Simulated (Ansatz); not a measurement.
**Fields on a plane of ZnS (zinc blende)**

```yaml
crystal:
  lattice:
    - [0.00000, 2.67826, 2.67826]
    - [2.67826, 0.00000, 2.67826]
    - [2.67826, 2.67826, 0.00000]
  atoms:
    - { symbol: S, position: [0.25000, 0.25000, 0.25000] }
    - { symbol: Zn, position: [0.00000, 0.00000, 0.00000] }
```

The slice is a {111} plane (indices of the conventional cell) through the point (0.000, 0.000, 0.000) (fractional), spanned by u = [100] and v = [-1 2 0] in vectors of this cell: u (3.79 Å) and v (6.56 Å, at 90° to u). It covers one period; positions are fractions (u, v).

Atoms on it: Zn at (0.00, 0.00); Zn at (0.50, 0.50). Other atoms lie within 1 Å of the plane.

These are PBEsol (plane waves to 420 eV, PAW, scalar-relativistic; Ansatz, an electronic-structure program) values and carry that method's errors. k mesh 11×11×11. Near the nuclei the fields are pseudised (PAW); where an atom keeps semicore shells as valence, they peak there. ZnS was relaxed with its symmetry unable to fall.

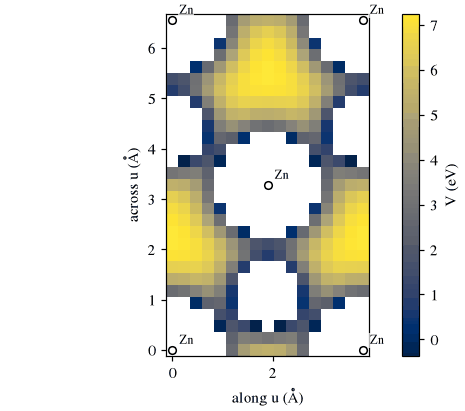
Figure. Electrostatic potential energy of an electron, from the cell's mean, in eV, one period of the plane, atoms marked. Points within 1 Å of a nucleus are left white, as the pseudised field means little there. The zero, the cell's mean, hangs on the PAW cores.

```
v \ u  0.00  0.12  0.25  0.38  0.50  0.62  0.75  0.88
-----  ----  ----  ----  ----  ----  ----  ----  ----
0.86   -0.3  -0.5  -0.9  -1.3  -1.6  -1.3  -0.9  -0.5
0.71   -0.1  -0.2  -0.6  -1.0  -1.1  -1.0  -0.6  -0.2
0.57   -0.3  -0.4  -0.4   0.1   0.7   0.1  -0.4  -0.4
0.43   -1.2  -1.1  -0.6   0.1   0.7   0.1  -0.6  -1.1
0.29   -1.5  -1.3  -0.8  -0.5  -0.3  -0.5  -0.8  -1.3
0.14   -0.4  -0.5  -0.5  -0.2  -0.1  -0.2  -0.5  -0.5
0.00    1.7   0.7  -0.4  -0.7  -0.7  -0.7  -0.4   0.7
```

Values: log₁₀ of the valence density in e/Å³. The scale is logarithmic, as a density can span decades between atoms and voids.
